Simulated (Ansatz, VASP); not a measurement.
# PtBr2: VASP beside Ansatz

Wanted: the spread between two codes on one cell, functional and k mesh. The cell is generated by rule, not measured, and may not be a known phase. The cell is taken from a series of VASP runs on this material, whose earlier steps may have relaxed, scaled or displaced it; both programs get it as it stands. Valence electrons are named where the data sets of a main pair hold unlike numbers.

Program: Ansatz 0.2.0. Level of theory: plane waves, with VASP 6.6.1 beside it; band structure at PBE, spin-orbit coupling. Results are calculated unless marked as measured.

The structure was built from a prototype and need not be the compound's stable phase.

### 1. Set-up

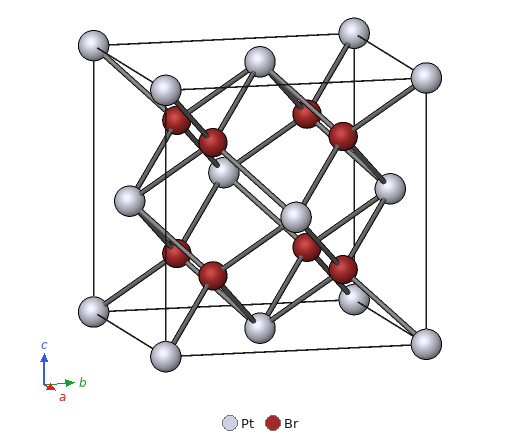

Start, viewed slightly off an axis; platinum light grey, bromine red. This picture shows the conventional cell, with its axes. Some periodic images of atoms are drawn too.

### 2. Ansatz: band structure, PBE, spin-orbit coupling

Ansatz runs on its fully relativistic PAW (standard-fr) files.

The same path points are solved in both programs, so levels can be compared one by one.

input.yaml reads:

```yaml
crystal:
  lattice:
    - [0.0, 3.25441, 3.25441]
    - [3.25441, 0.0, 3.25441]
    - [3.25441, 3.25441, 0.0]
  atoms:
    - { symbol: Pt, position: [0.0, 0.0, 0.0] }
    - { symbol: Br, position: [0.25, 0.25, 0.25] }
    - { symbol: Br, position: [0.75, 0.75, 0.75] }
hamiltonian:
  xc: pbe
  pseudopotentials: { kind: paw_fr }
magnetization:
  noncollinear: true
  spin_orbit: true
kpoints:
  mp_grid: { grid: [8, 8, 8] }
  band_path:
    path:
      - [0.0, 0.0, 0.0]
      - [0.16667, 0.0, 0.16667]
      - [0.33333, 0.0, 0.33333]
      - [0.5, 0.0, 0.5]
      - [0.5, 0.08333, 0.58333]
      - [0.5, 0.18333, 0.68333]
      - [0.5, 0.25, 0.75]
      - [0.45, 0.3, 0.75]
      - [0.40833, 0.34167, 0.75]
      - [0.35, 0.35, 0.7]
      - [0.275, 0.275, 0.55]
      - [0.225, 0.225, 0.45]
      - [0.075, 0.075, 0.15]
      - [0.03333, 0.03333, 0.03333]
      - [0.23333, 0.23333, 0.23333]
      - [0.4, 0.4, 0.4]
      - [0.51667, 0.46667, 0.51667]
      - [0.55833, 0.38333, 0.55833]
      - [0.60833, 0.28333, 0.60833]
      - [0.60833, 0.25, 0.64167]
      - [0.55833, 0.25, 0.69167]
      - [0.51667, 0.25, 0.73333]
      - [0.5, 0.3, 0.7]
      - [0.5, 0.38333, 0.61667]
      - [0.5, 0.48333, 0.51667]
      - [0.475, 0.475, 0.55]
      - [0.425, 0.425, 0.65]
      - [0.38333, 0.38333, 0.73333]
      - [0.59167, 0.18333, 0.59167]
      - [0.55, 0.1, 0.55]
      - [0.5, 0.0, 0.5]
    npoints: 1
scf:
  occupations: { method: gaussian, width: 0.02 }
  n_extra_bands: 14
output:
  forces: true
  stress: true
  eigenvalues: true
```

The run is started by

```console
ansatz run input.yaml --threads 2 --pin off --max-ram 4608MiB --backend cpu --events-out ev --progress --plain --runs-dir out
```

Numbers of over 12 decimals in the logs are rounded to 6 here.

The program printed:

```text
scf.n_extra_bands = 14 over 32 filled bands (N_el = 32.0): the run solves 46 bands
Engine: ansatz 0.2.0, aarch64-unknown-linux-gnu
Pseudopotentials: kind: paw_fr
Pseudopotential: Pt, paw_fr, valence charge 18, recommended cutoff 420 eV (normal), Pt.paw.azcp#standard-fr
Pseudopotential: Br, paw_fr, valence charge 7, recommended cutoff 420 eV (normal), Br.paw.azcp#standard-fr
Functional definition: PBE
  parameter kappa = 0.804
  parameter beta = 0.066725
  exchange = pbe_x(kappa = kappa, mu = beta*pi^2/3)
  correlation = pbe_c(beta = beta)
non-collinear run that drives no moment, with spin-orbit: no starting moment large enough to seed its density (crystal.atoms[].spin), no starting occupations that ask for one, no magnetisation constraint and no magnetic field, so the semilocal B_xc is pinned to zero
Crystal: 3 atoms, lattice volume = 68.936 Å³
Basis set: ecut = 420 eV, 1363 PW (Γ), exchange–correlation on 64×64×64 points (8 copies of the dense FFT grid, shifted against one another)
Bands: 46, of which v1, the nominal top of the filled ones, is band 32 counted from 1 (31 counted from 0)
Symmetry: 48 space group operations + 48 with time reversal
Magnetic group: BNS 225.117 (UNI 1619), of the structure as read, at distance tolerance 4.1e-5 Å
k-points: 29 of 512
Projection manifold: j_resolved (fully-relativistic pseudo-atomic orbitals)
Non-local potential: Pt, projectors of the file, l = 0: 3, l = 1: 4, l = 2: 4, l = 3: 2
Non-local potential: Br, projectors of the file, l = 0: 2, l = 1: 4, l = 2: 4
PAW form: soft (Blöchl's): semilocal exchange-correlation on the pseudo side does not see the compensation charge
PAW one-centre angular grid: Pt, 590 points (default); XC on 64 Gauss nodes
PAW one-centre angular grid: Br, 110 points (default); XC on 64 Gauss nodes
Initial density: superposition of atomic densities (chi_scale 0.1, normalization cell, long waves kept (reshape's long-wave potential 0.00 eV rms))
Initial wavefunctions: pseudopotential atomic-orbital guess
Functional: x = pbe(κ = 0.804, μ = 0.219515), c = pbe(β = 0.066725)
SCF iter   1: F=—  HF=-18123.611163 eV  |F-HF|=—  |Δ(HF+E_count)|=         —  Δρ=3.94e-2  dr2=2.01e0  dr2_m=0.00e0 (ungated)  ethr=3.10e-3  |M|=0.00e0 ∫|m|=0.00e0 μB  |m|>n=0.0e0 m-floor=0.0e0 τ_xc=0.0e0  β_m=0.30  ⟨swp⟩=8.3  Hψ=3413  notcnv=0  defer=40
preconditioner: auto → none  [insulator: Δε(μ)=0.031 eV  Ē_g=11.446 eV  σ=0.020 eV  W_gap=0.69  n_scr=14 (ndim 8)  ℏωp=21.9 eV  f_vac=0.042  D(μ)=4.16/eV (n_scr^D=50)  ε∞_Penn≈4.7]
SCF iter   2: F=—  HF=-18123.337268 eV  |F-HF|=—  |Δ(HF+E_count)|=   2.74e-1  Δρ=2.30e-2  dr2=4.94e-1  dr2_m=0.00e0 (ungated)  ethr=3.10e-3  |M|=0.00e0 ∫|m|=0.00e0 μB  |m|>n=0.0e0 m-floor=0.0e0 τ_xc=0.0e0  β_m=0.25  ⟨swp⟩=2.2  Hψ=1105  notcnv=0  defer=230
SCF iter   3: F=—  HF=-18123.252246 eV  |F-HF|=—  |Δ(HF+E_count)|=   8.50e-2  Δρ=1.08e-2  dr2=3.61e-2  dr2_m=0.00e0 (ungated)  ethr=1.54e-3  |M|=0.00e0 ∫|m|=0.00e0 μB  |m|>n=0.0e0 m-floor=0.0e0 τ_xc=0.0e0  β_m=0.63  ⟨swp⟩=2.0  Hψ=818  notcnv=0  defer=226
SCF iter   4: F=—  HF=-18123.259882 eV  |F-HF|=—  |Δ(HF+E_count)|=   7.64e-3  Δρ=4.74e-3  dr2=2.14e-2  dr2_m=0.00e0 (ungated)  ethr=1.13e-4  |M|=0.00e0 ∫|m|=0.00e0 μB  |m|>n=0.0e0 m-floor=0.0e0 τ_xc=0.0e0  β_m=0.72  ⟨swp⟩=2.2  Hψ=1080  notcnv=0  defer=270
SCF iter   5: F=—  HF=-18123.255489 eV  |F-HF|=—  |Δ(HF+E_count)|=   4.39e-3  Δρ=6.35e-4  dr2=4.47e-4  dr2_m=0.00e0 (ungated)  ethr=6.68e-5  |M|=0.00e0 ∫|m|=0.00e0 μB  |m|>n=0.0e0 m-floor=0.0e0 τ_xc=0.0e0  β_m=0.69  ⟨swp⟩=2.3  Hψ=854  notcnv=0  defer=270
SCF iter   6: F=—  HF=-18123.255390 eV  |F-HF|=—  |Δ(HF+E_count)|=   9.95e-5  Δρ=1.80e-4  dr2=2.22e-5  dr2_m=0.00e0 (ungated)  ethr=1.40e-6  |M|=0.00e0 ∫|m|=0.00e0 μB  |m|>n=0.0e0 m-floor=0.0e0 τ_xc=0.0e0  β_m=0.75  ⟨swp⟩=2.9  Hψ=927  notcnv=0  defer=270
SCF iter   7: F=—  HF=-18123.255378 eV  |F-HF|=—  |Δ(HF+E_count)|=   1.16e-5  Δρ=1.45e-5  dr2=9.03e-8  dr2_m=0.00e0 (ungated)  ethr=3.13e-10  |M|=0.00e0 ∫|m|=0.00e0 μB  |m|>n=0.0e0 m-floor=0.0e0 τ_xc=0.0e0  β_m=0.78  ⟨swp⟩=11.7  Hψ=4249  notcnv=0
SCF iter   8: F=-18123.255378 eV  HF=-18123.255378 eV  |F-HF|=1.49e-10  |Δ(HF+E_count)|=   2.90e-8  Δρ=1.61e-6  dr2=1.49e-9  dr2_m=0.00e0 (ungated)  ethr=2.82e-10  |M|=0.00e0 ∫|m|=0.00e0 μB  |m|>n=0.0e0 m-floor=0.0e0 τ_xc=0.0e0  ⟨swp⟩=2.6  Hψ=2131  notcnv=0
SCF 1 converged in 8 iterations: F = -18123.255378 eV  dr2 = 1.49e-9
  greatest PAW one-centre occupation: 1.000 electrons in one spin orbital (limit 2), on the Pt atom at site 0 (counted from 0), in its partial waves of l = 0
NSCF: frozen V_eff on 31 k-points
SCF converged after 8 iterations
Magnetization: |M| = 0.0000 μB,  M = (+0.0000, +0.0000, +0.0000) μB
Absolute magnetization: 0.0000 μB (∫|m|)
  site 0: m = (+0.0000, +0.0000, +0.0000) μB, |m| = 0.0000 μB  (R = 1.16 Å)
  site 1: m = (+0.0000, +0.0000, +0.0000) μB, |m| = 0.0000 μB  (R = 1.16 Å)
  site 2: m = (+0.0000, +0.0000, +0.0000) μB, |m| = 0.0000 μB  (R = 1.16 Å)
Free energy (F): -18123.255378 eV
Harris-Foulkes:  -18123.255378 eV  (|F-HF|=1.49e-10)
Internal energy: -18123.255377 eV  (E = F + TS)
E sigma→0 (E₀):  -18123.255378 eV
Entropy (-TS):   -0.000001 eV (-0.000 meV/atom)
Fermi energy:    9.354306 eV
--- Per-component energies (eV) ---
  E_band       = -345.450969
  E_kinetic    = 902.272430
  E_local      = -3012.924514  (includes V_loc(G=0)·N_el)
  E_nonlocal   = 332.868111
  E_hartree    = 1122.669889
  E_xc         = -786.670412
  E_vxc        = -504.952195  (∫ρ·V_xc dr)
  E_paw        = -13976.035650  (= ΣΔE_a)
  E_vpaw       = -308.056851  (= ΣTr[D̂ρ^β])
  E_aug_tail   = 0.000187  (compensation charges beyond the density's cutoff)
  E_ewald      = -2705.435418
  E_smearing   = -0.000001  (= −TS)
  E_closure    = 0.000000  (closes the sum)
  Σ components = -18123.255378   (vs F -18123.255378, Δ=0.00e0)
--- Forces (eV/Å), atoms counted from 1 ---
  atom   1  Pt    -0.00000000     0.00000000     0.00000000
  atom   2  Br     0.00000000    -0.00000000     0.00000000
  atom   3  Br     0.00000000     0.00000000    -0.00000000
  max |Σ_I F_I| component: 2.78e-17 eV/Å
--- Stress (GPa, compression-positive) ---
        3.899379      -0.000000      -0.000000
       -0.000000       3.899379       0.000000
        0.000000       0.000000       3.899379
  P = ⅓ Tr σ = 3.8994 GPa (38.994 kbar)
--- Band table (eV; the first three rows and the last of 29) ---
  k-point 0: bands = [... 28 lower, 9.3110, 9.3110, 9.3110, 9.3110, 9.6858, 9.6858, 9.9200, 9.9200, ... 10 higher]
  k-point 1: bands = [... 28 lower, 9.0915, 9.0915, 9.2179, 9.2179, 9.5825, 9.5825, 10.6404, 10.6404, ... 10 higher]
  k-point 2: bands = [... 28 lower, 8.5042, 8.5042, 9.1078, 9.1078, 9.5558, 9.5558, 11.6818, 11.6818, ... 10 higher]
  k-point 28: bands = [... 28 lower, 8.1383, 8.1383, 8.1871, 8.1871, 9.7981, 9.7981, 12.0073, 12.0073, ... 10 higher]
```

Run time: 21 s. Hardware: 2 threads of Arm Neoverse V2, shared host; peak memory 0.52 GiB; 39 s of CPU time.

The column dr2 measures how far the density is from self-consistency, as an energy; F and HF (Harris–Foulkes) agree once it is small.

### 3. VASP: band structure, PBE, spin-orbit coupling

The same cell, functional, mesh and smearing now go to VASP, with its own data sets.

Lines of VASP's logs that name or quote its potential files are left out, and so is its time.

INCAR reads:

```
SYSTEM = PtBr2
PREC = Accurate
ENCUT = 400
EDIFF = 1E-06
NELM = 100
ISMEAR = 0
SIGMA = 0.02
LREAL = .FALSE.
ALGO = Normal
GGA = PE
LNONCOLLINEAR = .TRUE.
MAGMOM = 0 0 0 0 0 0 0 0 0
NBANDS = 36
GGA_COMPAT = .FALSE.
LASPH = .TRUE.
LSORBIT = .TRUE.
LMAXMIX = 4
LORBIT = 11
LWAVE = .FALSE.
LCHARG = .FALSE.
KPAR = 4
ISIF = 2
```

POSCAR reads:

```
PtBr2
1.0
    0.0000000000      3.2544100000      3.2544100000
    3.2544100000      0.0000000000      3.2544100000
    3.2544100000      3.2544100000      0.0000000000
Pt Br
1 2
Direct
    0.0000000000      0.0000000000      0.0000000000
    0.2500000000      0.2500000000      0.2500000000
    0.7500000000      0.7500000000      0.7500000000
```

KPOINTS reads:

```
Automatic mesh
0
Gamma
8 8 8
0 0 0
```

KPOINTS_OPT reads:

```
Line mode
16
Line-mode
Reciprocal
  0.00000000   0.00000000   0.00000000 GAMMA
  0.50000000   0.00000000   0.50000000 X

  0.50000000   0.00000000   0.50000000 X
  0.50000000   0.25000000   0.75000000 W

  0.50000000   0.25000000   0.75000000 W
  0.37500000   0.37500000   0.75000000 K

  0.37500000   0.37500000   0.75000000 K
  0.00000000   0.00000000   0.00000000 GAMMA

  0.00000000   0.00000000   0.00000000 GAMMA
  0.50000000   0.50000000   0.50000000 L

  0.50000000   0.50000000   0.50000000 L
  0.62500000   0.25000000   0.62500000 U

  0.62500000   0.25000000   0.62500000 U
  0.50000000   0.25000000   0.75000000 W

  0.50000000   0.25000000   0.75000000 W
  0.50000000   0.50000000   0.50000000 L

  0.50000000   0.50000000   0.50000000 L
  0.37500000   0.37500000   0.75000000 K

  0.62500000   0.25000000   0.62500000 U
  0.50000000   0.00000000   0.50000000 X
```

The projector-augmented-wave data sets are Pt and Br (PBE family, release 64).

The run is started by

```console
mpirun -np 4 vasp_ncl
```

The program printed:

```text
[banner, memory and clock lines left out]
running    4 mpi-ranks, on    1 nodes
 distrk:  each k-point on    1 cores,    4 groups
 distr:  one band on    1 cores,    1 groups

 POSCAR found type information on POSCAR PtBr
 POSCAR found :  2 types and       3 ions
 LDA part: xc-table for (Slater+PW92), standard interpolation
 POSCAR, INCAR and KPOINTS ok, starting setup
 FFT: planning ... GRIDC
 FFT: planning ... GRID_SOFT
 FFT: planning ... GRID
 WAVECAR not read
 entering main loop
       N       E                     dE             d eps       ncg     rms          rms(c)
DAV:   1     0.129400719339E+03    0.12940E+03   -0.92246E+03  2128   0.955E+02
DAV:   2    -0.215458487501E+00   -0.12962E+03   -0.12035E+03  2548   0.214E+02
DAV:   3    -0.855678937604E+01   -0.83413E+01   -0.80993E+01  2500   0.542E+01
DAV:   4    -0.865703582625E+01   -0.10025E+00   -0.10006E+00  2464   0.671E+00
DAV:   5    -0.865848721645E+01   -0.14514E-02   -0.14508E-02  2440   0.789E-01    0.157E+01
DAV:   6    -0.842062104135E+01    0.23787E+00   -0.10785E+00  2216   0.113E+01    0.102E+01
DAV:   7    -0.838636303331E+01    0.34258E-01   -0.22224E-01  2220   0.553E+00    0.523E+00
DAV:   8    -0.837984734783E+01    0.65157E-02   -0.14002E-02  2336   0.132E+00    0.113E+00
DAV:   9    -0.837977971934E+01    0.67628E-04   -0.13897E-03  2384   0.297E-01    0.213E-01
DAV:  10    -0.837984472769E+01   -0.65008E-04   -0.97167E-05  2320   0.759E-02    0.339E-02
DAV:  11    -0.837990676640E+01   -0.62039E-04   -0.45519E-05  2196   0.447E-02    0.219E-02
DAV:  12    -0.837990904266E+01   -0.22763E-05   -0.15273E-06  2196   0.779E-03    0.479E-03
DAV:  13    -0.837990993098E+01   -0.88832E-06   -0.51255E-07  1676   0.455E-03
   1 F= -.83799099E+01 E0= -.83799096E+01  d E =-.677978E-06  mag=    -0.0000     0.0000    -0.0000
 Start KPOINTS_OPT (optional k-point list driver)
k-point batch [1-29\160]
       N       E                     dE             ncg
DAV:   1     0.357190700990E+04   -0.92428E+04     2104
DAV:   2    -0.128869365881E+03   -0.37008E+04     2516
DAV:   3    -0.363094003743E+03   -0.23422E+03     2444
DAV:   4    -0.365975375684E+03   -0.28814E+01     2444
DAV:   5    -0.366026859882E+03   -0.51484E-01     2444
DAV:   6    -0.366028452519E+03   -0.15926E-02     2484
DAV:   7    -0.366028511348E+03   -0.58829E-04     2428
DAV:   8    -0.366028513677E+03   -0.23291E-05     1988
DAV:   9    -0.366028513824E+03   -0.14705E-06     1480
[...]
k-point batch [146-160\160]
       N       E                     dE             ncg
DAV:   1     0.100939271420E+05   -0.77530E+04     1104
DAV:   2     0.817512058432E+04   -0.19188E+04     1332
DAV:   3     0.806077901106E+04   -0.11434E+03     1304
DAV:   4     0.805946949581E+04   -0.13095E+01     1336
DAV:   5     0.805944484501E+04   -0.24651E-01     1324
DAV:   6     0.805944407936E+04   -0.76566E-03     1320
DAV:   7     0.805944405265E+04   -0.26710E-04     1336
DAV:   8     0.805944405160E+04   -0.10430E-05     1084
DAV:   9     0.805944405153E+04   -0.69448E-07      856
```

(Continued in part 2 of 2.)

[Lines on the potential files, build, host, timing and source positions are cut from VASP's logs without a mark.]

[Logs are printed without paths, hosts, clocks, repeated set-up lines and the standing remarks that a program may print on its own settings, such as how far it seeks lower states.]

[Hosts, paths, dates, database ids (printed as entryN), source tags and the programs' standing remarks are cut or masked in the printed files.]
